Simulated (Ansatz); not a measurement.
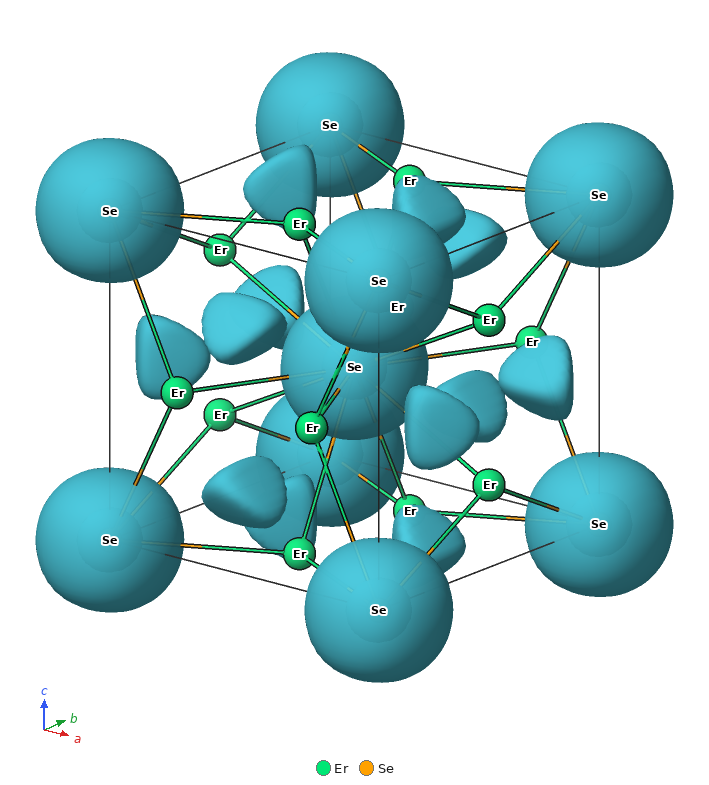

Er₃Se. Isosurface of the ELF at 0.65 (cyan), seen at an oblique angle. Core shells and regions of very low density are left out. Sticks mark near contacts.

Space group Pm-3n; a structure generated by program, which may or may not match a known phase; computed without spin polarisation; no Hubbard U on the f states and no spin–orbit coupling.

Theory: Ansatz 0.2.0, DFT PBE, scalar-relativistic, plane waves, PAW; 4f electrons in the core of a trivalent norm-conserving potential.

Core electrons are replaced by pseudopotentials, and the valence fields are smoothed inside the atomic spheres.

Describe the localisation domains.

Answer. The ELF exceeds this value in two regions wrapped around Se (the valence shell of each) and six pockets between the atoms, centred on no nucleus (multi-centre or interstitial), counted in one cell of 8 atoms. Any copies at cell faces, edges or corners count once. Along the contacts the grid gives the following. Er–Se (3.33 Å): the ELF is about 0.20 at the midpoint and 0.05 at its lowest between the atoms: no shared electron pair shows on this line.
